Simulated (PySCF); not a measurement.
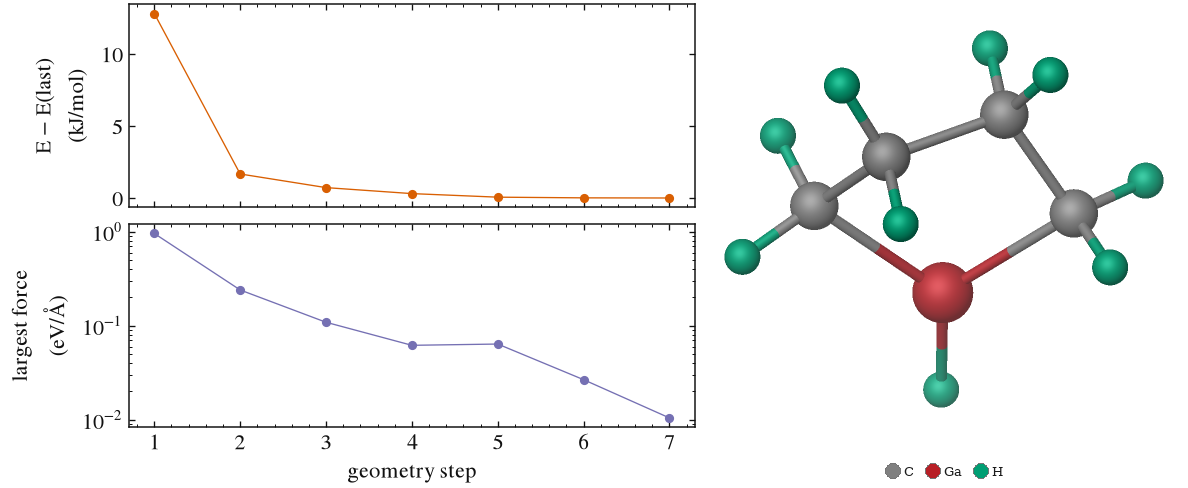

Beside the plot: the molecule at the start.

History of a geometry optimisation.

- system: C₄H₉Ga (SMILES C1C[CH2][GaH][CH2]1)
- method: PBE0-D3(BJ)/def2-SVP, geometry optimisation in PySCF

### How did it end, and what did it gain?

The optimisation met its thresholds at geometry 7, counting the start as the first. The energy fell by about 13 kJ/mol from the first step to the last. The largest force goes from about 0.96 eV/Å at the start to 0.01 eV/Å at the end.

### By which step was nine tenths of the energy gained?

By step 3 of 7.
